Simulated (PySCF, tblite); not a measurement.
# C₆H₁₀BNS₂: geometry, infrared bands and NMR shifts

What infrared bands and NMR shifts should C₆H₁₀BNS₂ (`C=CCNB1SC=C(C)S1`) show?

The runs use tblite 0.8.0 and PySCF 2.14.0, with density-fitted response routines of our own; the level of theory stands in each step. All values are computed, except where a source is named. Atoms count from 0, in the outputs and in this text.

## Step 1: The molecule as given

20 atoms, charge 0, multiplicity 1; geometry from: force field or distance geometry start.

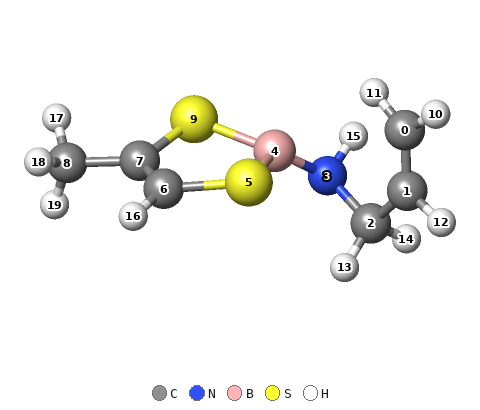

The starting geometry (carbon grey, nitrogen blue, boron pink, sulfur yellow, hydrogen white), atoms numbered.

## Step 2: Optimising the geometry with GFN2-xTB

What the job is given:

```
{"job": {"kind": "relax", "xc": "GFN2-xTB", "basis": "xTB"}, "charge": 0, "multiplicity": 1}
C      3.081400     0.696400    -0.304000
C      2.974300    -0.594200    -0.152700
C      1.993800    -1.514200    -0.731100
N      1.065800    -0.733400    -1.542700
B      0.210000     0.228500    -0.766700
S     -0.024100     0.355100     1.098100
C     -1.790800     0.387700     1.201000
C     -2.435000     0.585800     0.120600
C     -3.961700     0.625100     0.071400
S     -1.492300     0.799500    -1.360300
H      3.886400     1.228200     0.220500
H      2.433900     1.323900    -0.903200
H      3.731700    -1.064000     0.524400
H      1.471700    -2.139300     0.021300
H      2.538500    -2.204600    -1.421900
H      1.570200    -0.209900    -2.290300
H     -2.297300     0.238400     2.194700
H     -4.222500     1.277400    -0.780400
H     -4.348000     1.089700     1.018100
H     -4.391000    -0.365200    -0.104100
```

Started as:

```bash
$ OMP_NUM_THREADS=1 python probes_run.py task.json out
```

This one command runs all jobs of the session in turn.

**Question.** This job is followed by: GFN2-xTB harmonic vibrations, gas phase; GIAO PBE0/pcSseg-1 NMR shielding, non-relativistic, gas phase. Predict these results of the whole session: strongest single infrared mode (GFN2-xTB); zero-point energy (GFN2-xTB); ¹³C shifts against TMS (PBE0/pcSseg-1); ¹H shifts against TMS (PBE0/pcSseg-1, means over atoms taken as alike); ¹⁵N shifts against NH3 (PBE0/pcSseg-1); ¹¹B shifts against BF3·OEt2 (PBE0/pcSseg-1); ³³S shifts against CS2 (PBE0/pcSseg-1); surface potential, least and greatest.

**Answer**, as computed:

| quantity | value |
| --- | --- |
| strongest single infrared mode (GFN2-xTB) | 1440 cm⁻¹, 318 km/mol |
| zero-point energy (GFN2-xTB) | 95.5 kcal/mol |
| ¹³C shifts against TMS (PBE0/pcSseg-1) | 145.2, 143.7, 122.3, 119.7, 53.7, 22.8 ppm |
| ¹H shifts against TMS (PBE0/pcSseg-1, means over atoms taken as alike) | 6.18, 5.84, 5.79, 5.54, 3.89, 3.33, 2.25 ppm |
| ¹⁵N shifts against NH3 (PBE0/pcSseg-1) | 94.4 ppm |
| ¹¹B shifts against BF3·OEt2 (PBE0/pcSseg-1) | 42.5 ppm |
| ³³S shifts against CS2 (PBE0/pcSseg-1) | 82, 58 ppm |
| surface potential, least and greatest | -0.85 V and 1.53 V |

What this shows: Relaxing lowered the energy by 1.657 eV in 136 steps; the close pair that moved most is N3–B4, from 1.503 to 1.389 Å. No mode is imaginary among the 54: a minimum at this level. The strongest single mode, at 1440 cm⁻¹, is carried by N3, B4, H13, H15. Unscaled tight-binding wavenumbers are off by several per cent, some by more. Its intensities can rank the bands wrongly.
